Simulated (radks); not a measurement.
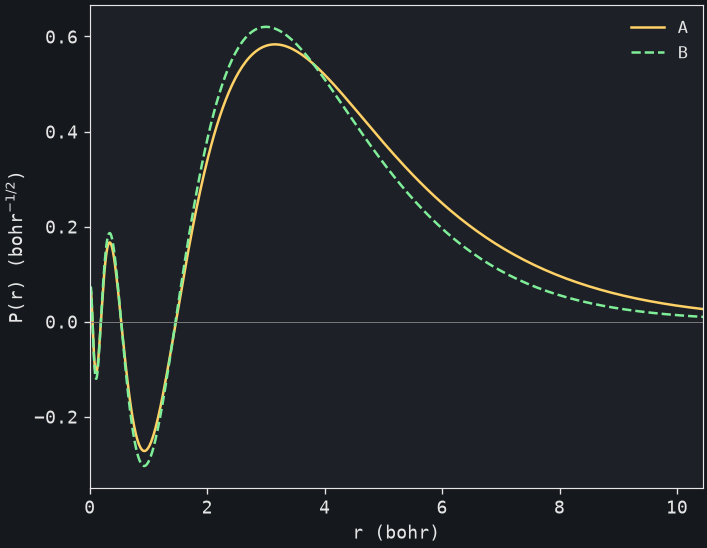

Two charge states of zirconium were computed: Zr in [Kr] 4d2 5s2 (open shells shared over both j by 2j + 1); Zr⁺ in [Kr] 4d2 5s1 (open shells shared over both j by 2j + 1). All numbers are computed, not measured: Dirac Kohn-Sham, PBE, spin-unpolarised, spherical densities, point nucleus (the in-house radial solver radks).

The plot shows P(r) = r R(r) of the 5s orbital in both runs (large components where relativistic).

Which curve belongs to which run?

Answer. A is Zr in [Kr] 4d2 5s2 (open shells shared over both j by 2j + 1) (⟨r⟩ = 3.73 bohr, eigenvalue −4.44 eV); B is Zr⁺ in [Kr] 4d2 5s1 (open shells shared over both j by 2j + 1) (⟨r⟩ = 3.43 bohr, eigenvalue −9.94 eV). Fewer electrons screen less, so the orbital shrinks.
